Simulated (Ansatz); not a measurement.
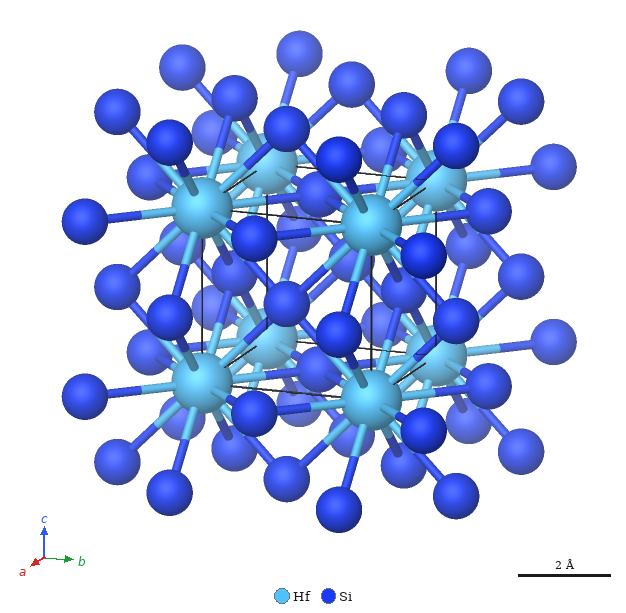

Structure drawing (ball-and-stick), viewed slightly off an axis. The frame is the conventional unit cell; atoms at its boundary are shown with their periodic copies. Neighbours across the faces are drawn wherever a bond reaches them.

HfSi3, Cu₃Au (L1₂) type, space group Pm-3m (No. 221), a = 3.974 Å, b = 3.974 Å, c = 3.974 Å, α = 90.00°, β = 90.00°, γ = 90.00°. The starting point was a structure type filled with these elements by a generator (whether the compound takes this form wasn't checked). The cell was then strained or its atoms displaced on purpose. It went into a calculation with Ansatz.

This one geometry was computed with Ansatz (DFT, plane waves, PAW) at five levels of theory: PBE, PBE with spin-orbit coupling, r2SCAN, LDA and PBEsol.

### Which level gives the highest pressure at this volume, and what does that say about its equilibrium volume?

Highest: PBE (0.0 GPa) and PBE with spin-orbit coupling (-0.1 GPa), which points to the largest equilibrium volume. Lowest, with the smallest volume: LDA (-6.0 GPa). Levels within 0.5 GPa of each other can't be told apart.

### How does the band gap change with the level of theory?

All levels give a metal.

### Collect the results in a table.

| level | cutoff (eV) | k-mesh of the run's cell | gap (eV) | pressure (GPa) |
| --- | --- | --- | --- | --- |
| PBE | 420 | 8×8×8 | metal | 0.0 |
| PBE with spin-orbit coupling | 420 | 8×8×8 | metal | -0.1 |
| r2SCAN | 500 | 8×8×8 | metal | -2.8 |
| LDA | 420 | 8×8×8 | metal | -6.0 |
| PBEsol | 420 | 8×8×8 | metal | -3.7 |

Gaps are taken on the k-mesh or band path of each run.
